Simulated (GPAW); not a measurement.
**Conductance along a series: an Os chain with one atom pushed aside at constant bond length**

How does transport respond as one structural variable is stepped? The junctions: an Os chain with one atom pushed aside at constant bond length.

Calculated with GPAW 26.7.0; GPAW LCAO, PAW setups; Landauer transmission from Green's functions with principal layers (ASE), zero bias.

### 1. The starting structure

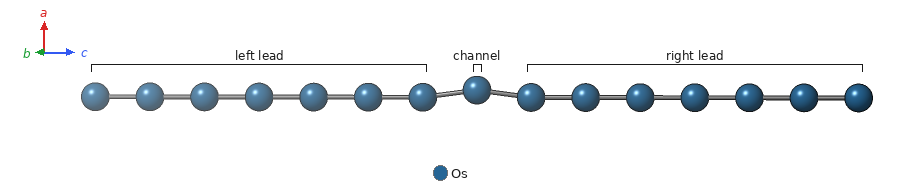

The cell as given, from the side, with the c axis across the page (osmium blue).

The cell holds 15 atoms: 15 Os. Cell: a = 9.000 Å, b = 9.000 Å, c = 34.160 Å, α = 90.0°, β = 90.0°, γ = 90.0°. Regions: left lead, 7 atoms (7 Os); channel, 1 atom (1 Os); right lead, 7 atoms (7 Os). Vacuum lies along a and b. The structure is stacked along c, and the current runs across the ab planes.

As a file:

```cif
data_structure
_symmetry_space_group_name_H-M 'P 1'
_symmetry_Int_Tables_number 1
_cell_length_a 9.0000
_cell_length_b 9.0000
_cell_length_c 34.1604
_cell_angle_alpha 90.000
_cell_angle_beta 90.000
_cell_angle_gamma 90.000
_cell_volume 2766.99
loop_
_atom_site_label
_atom_site_type_symbol
_atom_site_fract_x
_atom_site_fract_y
_atom_site_fract_z
_atom_site_occupancy
Os1 Os 0.50000 0.50000 0.03337 1
Os2 Os 0.50000 0.50000 0.10012 1
Os3 Os 0.50000 0.50000 0.16686 1
Os4 Os 0.50000 0.50000 0.23360 1
Os5 Os 0.50000 0.50000 0.30035 1
Os6 Os 0.50000 0.50000 0.36709 1
Os7 Os 0.50000 0.50000 0.43384 1
Os8 Os 0.53333 0.50000 0.50000 1
Os9 Os 0.50000 0.50000 0.56616 1
Os10 Os 0.50000 0.50000 0.63291 1
Os11 Os 0.50000 0.50000 0.69965 1
Os12 Os 0.50000 0.50000 0.76640 1
Os13 Os 0.50000 0.50000 0.83314 1
Os14 Os 0.50000 0.50000 0.89988 1
Os15 Os 0.50000 0.50000 0.96663 1
```

### 2. Member of the series, offset 0.3 Å

The structure changes from member to member while basis and functional stay, so that the trend is less open to errors of the level than any single value.

File run.py:

```python
import json
import numpy as np
from ase import Atoms
from ase.transport.calculators import TransportCalculator
from gpaw import GPAW, FermiDirac
from gpaw.lcao.tools import get_lcao_hamiltonian
from scipy.linalg import eigh

# The junction with lead layers at both ends, along the third cell vector
device = Atoms(
    ['Os', 'Os', 'Os', 'Os', 'Os', 'Os', 'Os', 'Os', 'Os', 'Os', 'Os', 'Os', 'Os', 'Os', 'Os'],
    positions=[
        [4.50000, 4.50000, 1.14000],
        [4.50000, 4.50000, 3.42000],
        [4.50000, 4.50000, 5.70000],
        [4.50000, 4.50000, 7.98000],
        [4.50000, 4.50000, 10.26000],
        [4.50000, 4.50000, 12.54000],
        [4.50000, 4.50000, 14.82000],
        [4.80000, 4.50000, 17.08018],
        [4.50000, 4.50000, 19.34035],
        [4.50000, 4.50000, 21.62035],
        [4.50000, 4.50000, 23.90035],
        [4.50000, 4.50000, 26.18035],
        [4.50000, 4.50000, 28.46035],
        [4.50000, 4.50000, 30.74035],
        [4.50000, 4.50000, 33.02035]],
    cell=[[9.0, 0.0, 0.0], [0.0, 9.0, 0.0], [0.0, 0.0, 34.16035]],
    pbc=True)

# One principal layer of the lead: the first 5 atoms of the device
lead = Atoms(
    ['Os', 'Os', 'Os', 'Os', 'Os'],
    positions=[
        [4.50000, 4.50000, 1.14000],
        [4.50000, 4.50000, 3.42000],
        [4.50000, 4.50000, 5.70000],
        [4.50000, 4.50000, 7.98000],
        [4.50000, 4.50000, 10.26000]],
    cell=[[9.0, 0.0, 0.0], [0.0, 9.0, 0.0], [0.0, 0.0, 11.4]],
    pbc=True)

settings = dict(mode='lcao', basis='dzp', xc='PBE', h=0.2,
                occupations=FermiDirac(0.1), maxiter=250,
                mixer=dict(beta=0.1, nmaxold=8, weight=100.0),
                convergence=dict(density=0.0001))
energies = np.arange(-2, 2 + 1e-9, 0.05)
eta = 0.0001
n1, n2 = 1, 1
# k and -k transmit alike, so half of the mesh across the current serves
mesh = [(i, j) for i in range(n1) for j in range(n2) if (i, j) <= (-i % n1, -j % n2)]
weights = np.array([1 if (i, j) == (-i % n1, -j % n2) else 2 for i, j in mesh]) / (n1 * n2)

# [... helper functions left out ...]
fermi_lead = ground_state(lead, (1, 1, 10), 'lead.txt')
fermi_device = ground_state(device, (1, 1, 3), 'device.txt')
# [... loop over the mesh left out, but for ...]
        # Shift the lead onto the potential of the device's first layer
        shift = ((H[:, 0, 0] - H0[:, 0, 0]) / S0[0, 0]).real.mean()
# [...]
kT = 8.617333e-5 * 300
bias = [0.1, 0.2, 0.5, 1.0, 1.5, 2.0]
# [... integrals and printing left out ...]
```

Run with:

```
> OMP_NUM_THREADS=1 OPENBLAS_NUM_THREADS=1 python run.py
```

Output:

```text
basis functions: device 405, principal layer 135
Fermi level: lead -3.4536 eV, device -3.4525 eV; lead shifted by 0.0059 eV
largest coupling past the next layer 1.09e-06 eV, largest misfit of the first layer 0.032 eV
  E-E_F (eV)   T (one spin)  [channel counts left out]
    -2.000    3.9814e+00
    -1.950    3.9849e+00
    -1.900    3.9876e+00
    -1.850    3.9896e+00
    -1.800    3.9909e+00
    -1.750    3.9918e+00
    -1.700    3.9923e+00
    -1.650    3.9924e+00
    -1.600    3.9923e+00
    -1.550    3.9920e+00
    -1.500    3.9913e+00
    -1.450    3.9899e+00
    -1.400    3.9871e+00
    -1.350    3.9783e+00
    -1.300    5.2370e+00
    -1.250    5.6306e+00
[...]
1.650    2.9600e+00
     1.700    2.9628e+00
     1.750    2.9653e+00
     1.800    2.9676e+00
     1.850    2.9698e+00
     1.900    2.9721e+00
     1.950    2.9746e+00
     2.000    2.9772e+00
conductance at 300 K: 5.8984 G0 a cell; thermopower 0.4524 uV/K
current from the zero-bias T(E) at 0.1 V: 45.696 uA
current from the zero-bias T(E) at 0.2 V: 91.359 uA
current from the zero-bias T(E) at 0.5 V: 227.55 uA
current from the zero-bias T(E) at 1.0 V: 437.11 uA
current from the zero-bias T(E) at 1.5 V: 628.76 uA
current from the zero-bias T(E) at 2.0 V: 820.3 uA
```

Wall time 3 min (1 thread of Arm Neoverse V1, shared host); peak memory 1.3 GiB.

Numbers from this step:

| Property | Result |
| --- | --- |
| conductance | 5.898 G₀ |
| largest coupling past the next principal layer | 1.09e-6 eV |
| largest misfit of the first principal layer | 0.03156 eV |
| shift that aligns the lead | 0.005928 eV |
| basis functions of the junction | 405 |
| basis functions of a principal layer | 135 |
| transmission at the Fermi level (one spin) | 5.900 |

One spin. Transmission, zone mean against energy, zero at the Fermi level:

| energy (eV) | transmission, zone mean |
| --- | --- |
| -2.0000 | 3.98 |
| -1.7500 | 3.99 |
| -1.5000 | 3.99 |
| -1.2500 | 5.63 |
| -1.0000 | 5.96 |
| -0.7500 | 5.98 |
| -0.5000 | 5.97 |
| -0.2500 | 5.95 |
| 0.0000 | 5.90 |
| 0.2500 | 5.69 |
| 0.5000 | 3.86 |
| 0.7000 | 3.93 |
| 0.7500 | 3.93 |
| 1.0000 | 3.88 |
| 1.2500 | 3.42 |
| 1.5000 | 2.95 |
| 1.7500 | 2.97 |
| 2.0000 | 2.98 |

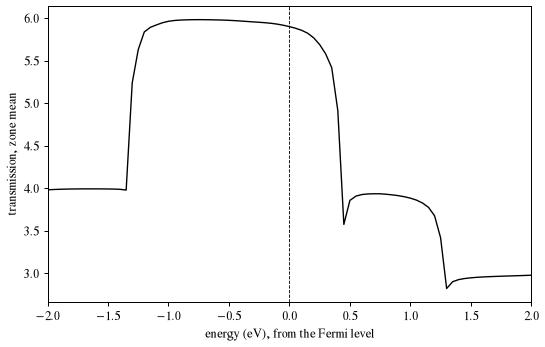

Transmission, zone mean against energy.

Not self-consistent under bias; the bias window is split evenly. Table of current through one cell, from the zero-bias transmission by bias:

| bias (V) | current through one cell, from the zero-bias transmission (mA) |
| --- | --- |
| 0.100 | 0.0457 |
| 0.200 | 0.0914 |
| 0.500 | 0.228 |
| 1.000 | 0.437 |
| 1.500 | 0.629 |
| 2.000 | 0.820 |

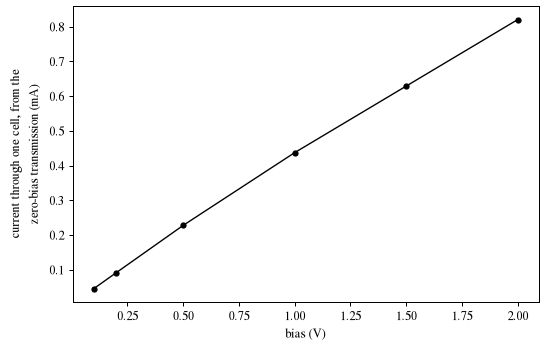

Current through one cell, from the zero-bias transmission, plotted against bias.

Table of transmission of the three most open eigenchannels by energy, zero at the Fermi level:

| energy (eV) | channel 1 | channel 2 | channel 3 |
| --- | --- | --- | --- |
| -2.0000 | 0.999 | 0.998 | 0.997 |
| -1.7500 | 0.999 | 0.998 | 0.998 |
| -1.5000 | 0.999 | 0.998 | 0.997 |
| -1.2500 | 0.999 | 0.998 | 0.995 |
| -1.0000 | 0.999 | 0.998 | 0.998 |
| -0.7500 | 0.999 | 0.998 | 0.998 |
| -0.5000 | 0.999 | 0.998 | 0.998 |
| -0.2500 | 0.999 | 0.998 | 0.998 |
| 0.0000 | 0.999 | 0.998 | 0.997 |
| 0.2500 | 0.999 | 0.998 | 0.983 |
| 0.5000 | 0.999 | 0.993 | 0.933 |
| 0.7500 | 0.999 | 0.985 | 0.978 |
| 1.0000 | 0.999 | 0.992 | 0.958 |
| 1.2500 | 0.999 | 0.994 | 0.829 |
| 1.5000 | 0.999 | 0.996 | 0.952 |
| 1.7500 | 0.999 | 0.996 | 0.970 |
| 2.0000 | 0.999 | 0.996 | 0.982 |

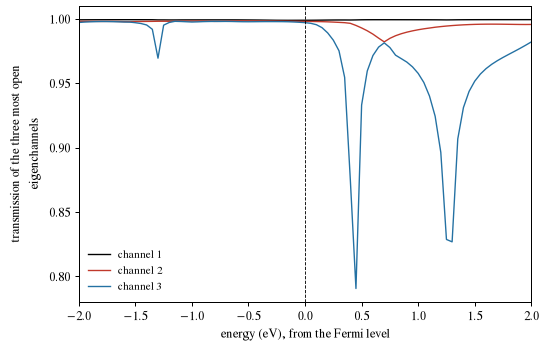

Transmission of the three most open eigenchannels, plotted against energy.

Couplings past the next layer reach 1.1e-6 eV, small enough to drop; the matrix elements of the cell's first layer differ from the bulk lead's by up to 0.032 eV. That layer keeps its own values in the calculation, and only beyond it is the lead taken as perfect. The Fermi levels of lead and junction count from different zeros of potential, one for each periodic cell; with both set to zero, the small remaining shift is what aligns them. Without spin-orbit coupling, which is large for these atoms, channel counts and T are those of the scalar-relativistic bands. By hand: G = 5.898 × 77.48 μS = 457 μS, a resistance of 2.19 kΩ; at 0.1 V a linear junction would pass 45.7 μA, and the integral over the bias window gives 45.7 μA.

### 3. Member of the series: offset = 0.6

The cell differs from the one that the last finished run ended in (c 34.160 → 34.039 Å).

run.py, as its differences from that of step 2:

```diff
@@ -19,11 +19,11 @@
         [4.50000, 4.50000, 14.82000],
-        [4.80000, 4.50000, 17.08018],
-        [4.50000, 4.50000, 19.34035],
-        [4.50000, 4.50000, 21.62035],
-        [4.50000, 4.50000, 23.90035],
-        [4.50000, 4.50000, 26.18035],
-        [4.50000, 4.50000, 28.46035],
-        [4.50000, 4.50000, 30.74035],
-        [4.50000, 4.50000, 33.02035]],
-    cell=[[9.0, 0.0, 0.0], [0.0, 9.0, 0.0], [0.0, 0.0, 34.16035]],
+        [5.10000, 4.50000, 17.01964],
+        [4.50000, 4.50000, 19.21927],
+        [4.50000, 4.50000, 21.49927],
+        [4.50000, 4.50000, 23.77927],
+        [4.50000, 4.50000, 26.05927],
+        [4.50000, 4.50000, 28.33927],
+        [4.50000, 4.50000, 30.61927],
+        [4.50000, 4.50000, 32.89927]],
+    cell=[[9.0, 0.0, 0.0], [0.0, 9.0, 0.0], [0.0, 0.0, 34.03927]],
     pbc=True)
```

Output:

```text
basis functions: device 405, principal layer 135
Fermi level: lead -3.4536 eV, device -3.4384 eV; lead shifted by 0.0017 eV
largest coupling past the next layer 1.09e-06 eV, largest misfit of the first layer 0.030 eV
  E-E_F (eV)   T (one spin)  [channel counts left out]
    -2.000    3.9055e+00
    -1.950    3.9226e+00
    -1.900    3.9355e+00
    -1.850    3.9446e+00
    -1.800    3.9503e+00
    -1.750    3.9530e+00
    -1.700    3.9531e+00
    -1.650    3.9511e+00
    -1.600    3.9471e+00
    -1.550    3.9410e+00
    -1.500    3.9324e+00
    -1.450    3.9199e+00
    -1.400    3.9003e+00
    -1.350    3.8608e+00
    -1.300    4.1305e+00
    -1.250    4.6633e+00
[...]
1.650    2.6382e+00
     1.700    2.6618e+00
     1.750    2.6850e+00
     1.800    2.7082e+00
     1.850    2.7315e+00
     1.900    2.7551e+00
     1.950    2.7791e+00
     2.000    2.8035e+00
conductance at 300 K: 5.3729 G0 a cell; thermopower 1.815 uV/K
current from the zero-bias T(E) at 0.1 V: 41.619 uA
current from the zero-bias T(E) at 0.2 V: 83.171 uA
current from the zero-bias T(E) at 0.5 V: 206.53 uA
current from the zero-bias T(E) at 1.0 V: 396.16 uA
current from the zero-bias T(E) at 1.5 V: 575.74 uA
current from the zero-bias T(E) at 2.0 V: 754.47 uA
```

Run time: 3.1 min. Hardware: 1 thread; peak memory 1.3 GiB.

This step gave:

```
conductance                                 : 5.373 G₀
largest misfit of the first principal layer : 0.02993 eV
shift that aligns the lead                  : 0.001691 eV
transmission at the Fermi level (one spin)  : 5.377
```

One spin. Transmission, zone mean against energy, zero at the Fermi level:

| energy (eV) | transmission, zone mean |
| --- | --- |
| -2.0000 | 3.91 |
| -1.7500 | 3.95 |
| -1.5000 | 3.93 |
| -1.2500 | 4.66 |
| -1.0000 | 5.61 |
| -0.7500 | 5.80 |
| -0.7000 | 5.80 |
| -0.5000 | 5.75 |
| -0.2500 | 5.61 |
| 0.0000 | 5.38 |
| 0.2500 | 4.88 |
| 0.5000 | 3.35 |
| 0.7500 | 3.55 |
| 1.0000 | 3.42 |
| 1.2500 | 2.73 |
| 1.5000 | 2.56 |
| 1.7500 | 2.69 |
| 2.0000 | 2.80 |

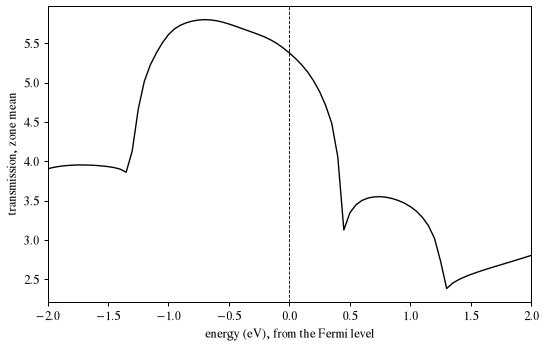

Transmission, zone mean against energy.

Not self-consistent under bias; the bias window is split evenly. Table of current through one cell, from the zero-bias transmission by bias:

| bias (V) | current through one cell, from the zero-bias transmission (mA) |
| --- | --- |
| 0.100 | 0.0416 |
| 0.200 | 0.0832 |
| 0.500 | 0.207 |
| 1.000 | 0.396 |
| 1.500 | 0.576 |
| 2.000 | 0.754 |

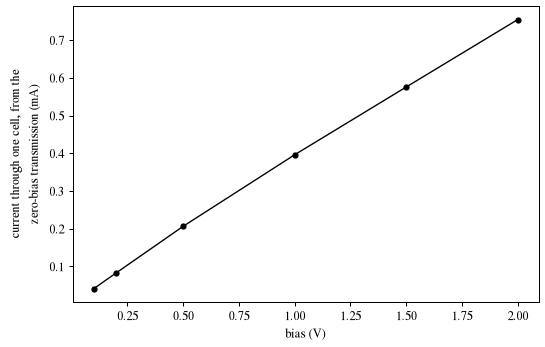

Current through one cell, from the zero-bias transmission, plotted against bias.

The transmission of the three most open eigenchannels by energy, zero at the Fermi level:

| energy (eV) | channel 1 | channel 2 | channel 3 |
| --- | --- | --- | --- |
| -2.0000 | 0.999 | 0.988 | 0.972 |
| -1.7500 | 0.999 | 0.994 | 0.986 |
| -1.5000 | 0.998 | 0.996 | 0.984 |
| -1.2500 | 0.998 | 0.997 | 0.981 |
| -1.0000 | 0.998 | 0.995 | 0.987 |
| -0.7500 | 0.996 | 0.996 | 0.981 |
| -0.5000 | 0.997 | 0.997 | 0.992 |
| -0.2500 | 0.997 | 0.997 | 0.997 |
| 0.0000 | 0.998 | 0.997 | 0.996 |
| 0.2500 | 0.998 | 0.997 | 0.991 |
| 0.5000 | 0.999 | 0.940 | 0.765 |
| 0.7500 | 0.999 | 0.863 | 0.859 |
| 1.0000 | 0.999 | 0.904 | 0.824 |
| 1.2500 | 0.999 | 0.929 | 0.617 |
| 1.5000 | 0.999 | 0.945 | 0.616 |
| 1.7500 | 0.999 | 0.955 | 0.731 |
| 2.0000 | 0.999 | 0.964 | 0.840 |

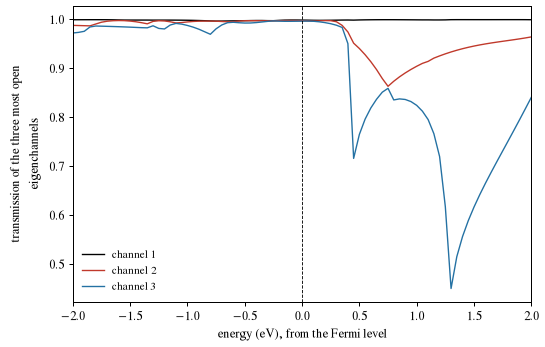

Transmission of the three most open eigenchannels against energy.

The conductance, 5.37 G₀, lies 8.9 % below that of the member before.

### 4. Junction: offset = 0.9

The cell differs from the one that the last finished run ended in (c 34.039 → 33.830 Å).

run.py, as its differences from that of step 3:

```diff
@@ -19,11 +19,11 @@
         [4.50000, 4.50000, 14.82000],
-        [5.10000, 4.50000, 17.01964],
-        [4.50000, 4.50000, 19.21927],
-        [4.50000, 4.50000, 21.49927],
-        [4.50000, 4.50000, 23.77927],
-        [4.50000, 4.50000, 26.05927],
-        [4.50000, 4.50000, 28.33927],
-        [4.50000, 4.50000, 30.61927],
-        [4.50000, 4.50000, 32.89927]],
-    cell=[[9.0, 0.0, 0.0], [0.0, 9.0, 0.0], [0.0, 0.0, 34.03927]],
+        [5.40000, 4.50000, 16.91485],
+        [4.50000, 4.50000, 19.00970],
+        [4.50000, 4.50000, 21.28970],
+        [4.50000, 4.50000, 23.56970],
+        [4.50000, 4.50000, 25.84970],
+        [4.50000, 4.50000, 28.12970],
+        [4.50000, 4.50000, 30.40970],
+        [4.50000, 4.50000, 32.68970]],
+    cell=[[9.0, 0.0, 0.0], [0.0, 9.0, 0.0], [0.0, 0.0, 33.8297]],
     pbc=True)
```

Output:

```text
basis functions: device 405, principal layer 135
Fermi level: lead -3.4536 eV, device -3.4106 eV; lead shifted by 0.0032 eV
largest coupling past the next layer 1.09e-06 eV, largest misfit of the first layer 0.036 eV
  E-E_F (eV)   T (one spin)  [channel counts left out]
    -2.000    3.6762e+00
    -1.950    3.6952e+00
    -1.900    3.7064e+00
[...]
1.950    2.4110e+00
     2.000    2.4682e+00
conductance at 300 K: 4.5463 G0 a cell; thermopower 2.129 uV/K
current from the zero-bias T(E) at 0.1 V: 35.216 uA
current from the zero-bias T(E) at 0.2 V: 70.375 uA
current from the zero-bias T(E) at 0.5 V: 174.89 uA
current from the zero-bias T(E) at 1.0 V: 338.92 uA
current from the zero-bias T(E) at 1.5 V: 491.06 uA
current from the zero-bias T(E) at 2.0 V: 636.48 uA
```

Wall time 2.9 min (1 thread); peak memory 1.3 GiB.

One spin. Table of transmission, zone mean by energy, zero at the Fermi level:

| energy (eV) | transmission, zone mean |
| --- | --- |
| -2.000 | 3.68 |
| -1.500 | 3.53 |
| -1.000 | 4.73 |
| -0.650 | 5.04 |
| -0.500 | 4.98 |
| 0.000 | 4.55 |
| 0.500 | 2.94 |
| 1.000 | 2.48 |
| 1.500 | 2.00 |
| 2.000 | 2.47 |

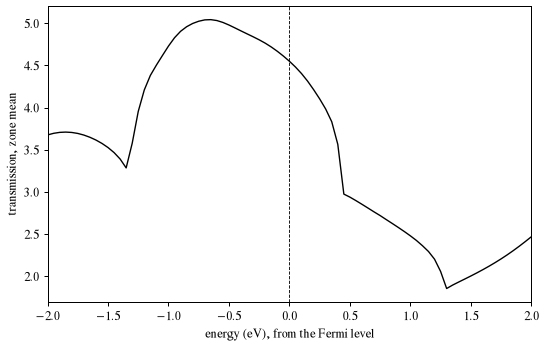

Transmission, zone mean, plotted against energy.

The conductance, 4.55 G₀, lies 15 % below that of the member before.

### 5. Member of the series: offset = 1.2

The cell differs from the one that the last finished run ended in (c 33.830 → 33.517 Å).

run.py, as its differences from that of step 4:

```diff
@@ -19,11 +19,11 @@
         [4.50000, 4.50000, 14.82000],
-        [5.40000, 4.50000, 16.91485],
-        [4.50000, 4.50000, 19.00970],
-        [4.50000, 4.50000, 21.28970],
-        [4.50000, 4.50000, 23.56970],
-        [4.50000, 4.50000, 25.84970],
-        [4.50000, 4.50000, 28.12970],
-        [4.50000, 4.50000, 30.40970],
-        [4.50000, 4.50000, 32.68970]],
-    cell=[[9.0, 0.0, 0.0], [0.0, 9.0, 0.0], [0.0, 0.0, 33.8297]],
+        [5.70000, 4.50000, 16.75866],
+        [4.50000, 4.50000, 18.69732],
+        [4.50000, 4.50000, 20.97732],
+        [4.50000, 4.50000, 23.25732],
+        [4.50000, 4.50000, 25.53732],
+        [4.50000, 4.50000, 27.81732],
+        [4.50000, 4.50000, 30.09732],
+        [4.50000, 4.50000, 32.37732]],
+    cell=[[9.0, 0.0, 0.0], [0.0, 9.0, 0.0], [0.0, 0.0, 33.51732]],
     pbc=True)
```

Output:

```text
basis functions: device 405, principal layer 135
Fermi level: lead -3.4536 eV, device -3.3680 eV; lead shifted by 0.0089 eV
largest coupling past the next layer 1.09e-06 eV, largest misfit of the first layer 0.071 eV
  E-E_F (eV)   T (one spin)  [channel counts left out]
    -2.000    2.9572e+00
    -1.950    2.9354e+00
    -1.900    2.9047e+00
[...]
1.950    1.9097e+00
     2.000    1.9843e+00
conductance at 300 K: 3.7768 G0 a cell; thermopower 1.839 uV/K
current from the zero-bias T(E) at 0.1 V: 29.25 uA
current from the zero-bias T(E) at 0.2 V: 58.421 uA
current from the zero-bias T(E) at 0.5 V: 144.73 uA
current from the zero-bias T(E) at 1.0 V: 279.08 uA
current from the zero-bias T(E) at 1.5 V: 397.56 uA
current from the zero-bias T(E) at 2.0 V: 504.39 uA
```

Run time: 3.1 min. Hardware: 1 thread; peak memory 1.3 GiB.

The conductance, 3.78 G₀, lies 17 % below that of the member before.

[end of part 1 of 2]

[Logs are printed without paths, hosts, clocks, repeated set-up lines and the standing remarks that a program may print on its own settings, such as how far it seeks lower states.]

[Hosts, paths, dates, database ids (printed as entryN), source tags and the programs' standing remarks are cut or masked in the printed files.]
